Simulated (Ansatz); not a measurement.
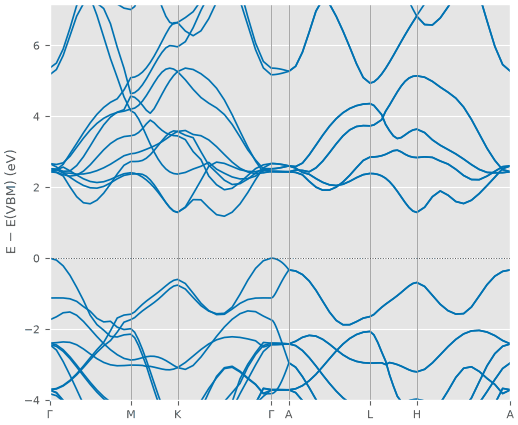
Figure. Band structure from the program Ansatz at the r²SCAN+D4 level (PAW)

Question: Read off the gap and where the band edges lie.

Answer: About 1.2 eV (1.18 eV by a search for the band edges); maximum at Γ, minimum on the K–Γ line, 48 % of the way from K.

The material is WS$_{2}$ in space group P6_3/mmc (No. 194; W on 2d, S on 4f).

Symmetry was held in the r²SCAN+D4 relaxation; phonons on a q-mesh show no instability. No spin polarisation was allowed. Scalar-relativistic: spin–orbit coupling is off unless named, which matters more the heavier the elements.

Potentials: the later of the program's two PAW sets.
